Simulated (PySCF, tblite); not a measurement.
# Ga12N13H13: electronic excitations

What do calculations give for the electronic excitations of Ga12N13H13?

Computed with tblite 0.8.0 and PySCF 2.14.0 and routines of our own; the level stands in each step. Atoms count from 0.

## Step 1: The system as given

38 atoms, charge 0, multiplicity 1; geometry from: force field, distance geometry or constructed start.

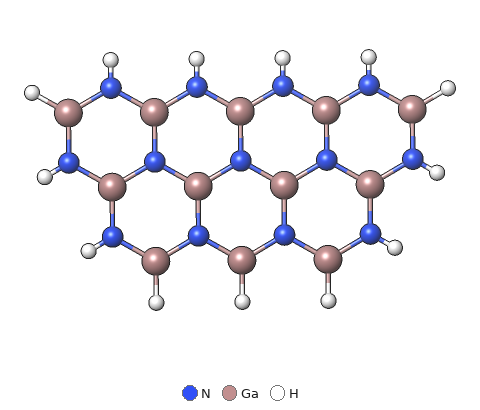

The starting geometry (nitrogen blue, gallium pink, hydrogen white); sticks join atoms by distance alone.

## Step 2: Relaxing the molecule with GFN2-xTB

Job settings and geometry (Å):

```
{"job": {"kind": "relax", "xc": "GFN2-xTB", "basis": "xTB"}, "charge": 0, "multiplicity": 1}
N     -1.597200     2.551600    -0.001600
Ga    -3.207500     3.481000    -0.006900
N     -4.801200     2.551100     0.001000
Ga    -4.807100     0.707800    -0.006200
N     -3.205300    -0.222800     0.003400
Ga    -1.605400     0.702900    -0.002600
N      4.806500     2.555100    -0.003300
Ga     3.207700     3.481100     0.001500
N      1.604800     2.551300    -0.000400
Ga     1.599300     0.702600     0.001600
N      3.202200    -0.222800    -0.002100
Ga     4.803900     0.701400    -0.000000
N     -6.412000    -0.220900     0.005000
Ga    -6.406400    -2.072200    -0.002700
N     -4.808600    -2.991500     0.000200
Ga    -3.206200    -2.071000     0.006300
Ga     0.000400     3.480300     0.000900
N     -0.001100    -0.225000    -0.001000
Ga    -0.000600    -2.069800     0.002500
N      1.604900    -2.995700     0.002700
Ga     3.202000    -2.067800     0.001500
N      6.407700    -0.220100    -0.000200
N      4.809800    -2.992000     0.006600
Ga     6.404400    -2.075900    -0.001500
N     -1.601600    -2.994000     0.000900
H     -3.210400     5.027500     0.002500
H     -5.706400     3.075700    -0.000700
H      5.706500     3.074000     0.001200
H      3.204900     5.028800    -0.002000
H     -7.308200     0.298800     0.003400
H     -7.747300    -2.846000    -0.001100
H     -4.808300    -4.035300     0.000200
H     -0.001000     5.028500    -0.001900
H      1.604200    -4.037900     0.003700
H      7.310500     0.300200    -0.003300
H      4.806900    -4.034400    -0.002900
H      7.750100    -2.846500    -0.004100
H     -1.601200    -4.034100    -0.002600
```

Command:

```bash
OMP_NUM_THREADS=2 python large_run.py task.json out
```

The driver reads the jobs from task.json and runs them one after another.

Log:

```text
step      E/eV     max force
  0   -1610.32425    1.054
  1   -1610.41100    0.253
  2   -1610.42351    0.239
  3   -1610.44019    0.141
  4   -1610.44510    0.149
  5   -1610.45506    0.151
  6   -1610.45901    0.149
  7   -1610.46301    0.153
  8   -1610.46576    0.103
  9   -1610.46781    0.095
 10   -1610.46899    0.088
 11   -1610.46984    0.056
 12   -1610.47045    0.049
 13   -1610.47087    0.038
 14   -1610.47113    0.028
 15   -1610.47128    0.025
 16   -1610.47140    0.026
 17   -1610.47152    0.025
 18   -1610.47165    0.024
 19   -1610.47177    0.021
 20   -1610.47185    0.019
```

Wall time 2.1 s (2 threads of Arm Neoverse N1, shared host); peak memory 0.16 GiB.

Relaxation path:

```tsv
step	energy from step 0 (eV)	largest force (eV/Å)
0	0.0000	1.0534
1	-0.0868	0.2530
2	-0.0993	0.2391
3	-0.1159	0.1410
4	-0.1209	0.1489
5	-0.1308	0.1513
6	-0.1348	0.1490
7	-0.1388	0.1531
8	-0.1415	0.1038
9	-0.1436	0.0948
10	-0.1447	0.0880
11	-0.1456	0.0560
12	-0.1462	0.0486
13	-0.1466	0.0375
14	-0.1469	0.0282
15	-0.1470	0.0255
16	-0.1472	0.0259
17	-0.1473	0.0244
18	-0.1474	0.0240
19	-0.1475	0.0212
20	-0.1476	0.0182
```

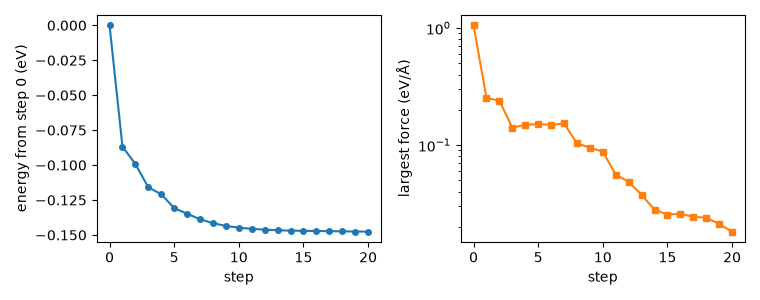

Energy and largest force along the relaxation.

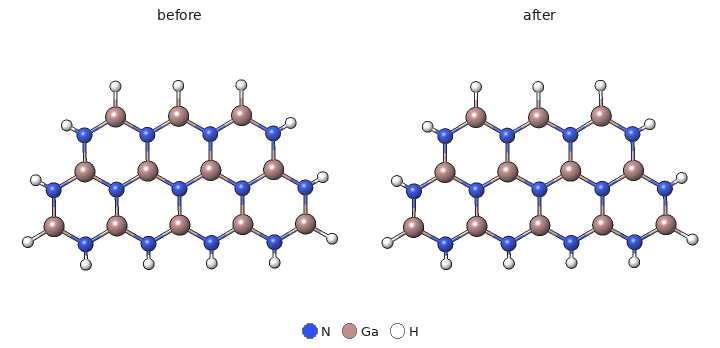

The geometry before (left) and after (right).

Close pairs (by a distance rule), those that changed most:

```tsv
bond	before (Å)	after (Å)	change (Å)
N2–H26	1.046	1.016	-0.030
N19–H33	1.042	1.015	-0.028
N14–H31	1.044	1.016	-0.027
N22–H35	1.042	1.017	-0.026
N24–H37	1.040	1.015	-0.026
N21–H34	1.042	1.017	-0.025
N6–H27	1.039	1.016	-0.023
N21–Ga23	1.856	1.835	-0.021
```

The end geometry stands in the next job.

## Step 3: Electronic excitations: TDDFT PBE/def2-SVP

Job settings and geometry (Å):

```
{"job": {"kind": "uv", "basis": "def2-SVP", "grid": 1, "kgrid": 0, "vcut": null, "nstates": 6, "ntriplets": 2, "tda": false, "delta": ["ip_vertical"], "pop": true, "xc": "PBE"}, "charge": 0, "multiplicity": 1}
N     -1.606634     2.539147    -0.003095
Ga    -3.189715     3.482618    -0.001013
N     -4.766928     2.546861    -0.001652
Ga    -4.800402     0.694228     0.000955
N     -3.201667    -0.224939     0.002036
Ga    -1.603306     0.692950    -0.000486
N      4.766879     2.546683    -0.002429
Ga     3.189818     3.482826    -0.000531
N      1.606719     2.539126     0.001287
Ga     1.602694     0.692874    -0.000011
N      3.201103    -0.224908    -0.001260
Ga     4.800015     0.694166    -0.000437
N     -6.390425    -0.249508     0.002731
Ga    -6.429287    -2.084477     0.000474
N     -4.820542    -2.965454    -0.000182
Ga    -3.205409    -2.067103     0.000703
Ga     0.000060     3.434429    -0.001269
N     -0.000325    -0.217568    -0.000266
Ga    -0.000222    -2.058413     0.000969
N      1.600591    -2.965047     0.001607
Ga     3.205088    -2.067282     0.001835
N      6.390083    -0.249733    -0.000239
N      4.820078    -2.965756     0.005229
Ga     6.428834    -2.084533    -0.001244
N     -1.601085    -2.964988     0.001997
H     -3.169854     5.032208     0.000380
H     -5.657668     3.035383    -0.001717
H      5.657536     3.035316     0.001137
H      3.169468     5.032380    -0.001132
H     -7.254113     0.286734     0.002006
H     -7.768447    -2.858151    -0.001753
H     -4.788124    -3.981420     0.000575
H     -0.000060     4.997025    -0.001286
H      1.592418    -3.979582     0.004442
H      7.253678     0.286643    -0.003123
H      4.787618    -3.981716    -0.001673
H      7.767977    -2.857917    -0.004308
H     -1.592648    -3.979512    -0.001275
```

With the program's defaults for keys left out, this is: TDDFT PBE/def2-SVP, vertical, gas phase, core orbitals frozen in the response.

Log:

```text
start: PBE on a coarse grid of 175837 points
cycle   1  E = -23809.2491343471  dE = -2.112e+00  |g| = 3.073e+00  |ddm| = 8.469e+00
cycle   2  E = -23802.1595321547  dE =  7.090e+00  |g| = 6.221e+00  |ddm| = 7.751e+00
cycle   3  E = -23810.4369399218  dE = -8.277e+00  |g| = 1.073e+00  |ddm| = 6.511e+00
cycle   4  E = -23810.7268717498  dE = -2.899e-01  |g| = 2.218e-01  |ddm| = 1.149e+00
cycle   5  E = -23810.7187627520  dE =  8.109e-03  |g| = 2.578e-01  |ddm| = 4.391e-01
cycle   6  E = -23810.7359464249  dE = -1.718e-02  |g| = 4.082e-02  |ddm| = 2.558e-01
cycle   7  E = -23810.7364114610  dE = -4.650e-04  |g| = 1.709e-02  |ddm| = 6.119e-02
cycle   8  E = -23810.7364680119  dE = -5.655e-05  |g| = 7.431e-03  |ddm| = 1.996e-02
final grid: 175837 points
cycle   9  E = -23810.7363842319  dE =  8.378e-05  |g| = 2.042e-02  |ddm| = 2.465e-02
cycle  10  E = -23810.7356153325  dE =  7.689e-04  |g| = 5.924e-02  |ddm| = 6.898e-02
cycle  11  E = -23810.7364789706  dE = -8.636e-04  |g| = 3.932e-03  |ddm| = 5.167e-02
cycle  12  E = -23810.7364932777  dE = -1.431e-05  |g| = 8.434e-04  |ddm| = 3.724e-03
cycle  13  E = -23810.7364895470  dE =  3.731e-06  |g| = 1.809e-04  |ddm| = 8.909e-04
cycle  14  E = -23810.7364968305  dE = -7.284e-06  |g| = 4.643e-05  |ddm| = 1.862e-04
converged SCF energy = -23810.7364968305

Static polarisability (au): isotropic 418.247, principal 210.401 454.096 590.244

Singlet excitations
state   eV       nm        f      main configurations
  1   3.4696    357.3   0.00000   H->L 1.00
  2   3.5807    346.3   0.00000   H-1->L 1.00
  3   3.7535    330.3   0.00000   H-2->L 1.00
  4   3.9117    317.0   0.00004   H-3->L 0.99
  5   3.9328    315.3   0.00000   H-4->L 1.00
  6   4.0616    305.3   0.00018   H-5->L 0.97

Triplet excitations (Tamm-Dancoff, eV): 3.3990 3.5115
```

It took 2.7 min on 2 threads of Arm Neoverse N1, shared host; peak memory 1.6 GiB.

Warnings kept with the result: ip_vertical: open-shell SCF did not converge.

The orbitals next to the gap, with their largest atomic shares:

```tsv
orbital	eV	atoms
HOMO−4	-5.69	N8 13 %, N0 13 %, N22 13 %
HOMO−3	-5.67	N10 16 %, N4 16 %, N12 14 %
HOMO−2	-5.52	N6 18 %, N2 18 %, N24 10 %
HOMO−1	-5.35	N22 13 %, N14 13 %, N17 10 %
HOMO	-5.23	N24 20 %, N19 20 %, N14 9 %
LUMO	-1.79	Ga9 9 %, Ga5 9 %, Ga18 8 %
LUMO+1	-1.14	Ga11 9 %, Ga3 9 %, Ga20 7 %
LUMO+2	-0.86	Ga16 32 %, Ga7 20 %, Ga1 20 %
LUMO+3	-0.74	Ga7 35 %, Ga23 14 %, Ga1 9 %
```

Further results of this job:

```tsv
property	computed
dipole moment (D)	2.07
polarisability (Å³)	61.98
HOMO–LUMO gap (eV)	3.44
−ε(HOMO) (eV)	5.23
```

## Step 4: What came out

| quantity | value |
| --- | --- |
| lowest singlet (PBE/def2-SVP) | 3.47 eV (357 nm), f = 0.000 |
| brightest single state of those computed | state 6, 4.06 eV, f = 0.000 |
| lowest triplet | 3.40 eV |

In words: The first singlet state (HOMO→LUMO 1.00) lies at 3.47 eV and is dark. The lowest triplet lies 0.07 eV below the lowest singlet (triplets in Tamm-Dancoff, singlets in full TDDFT).
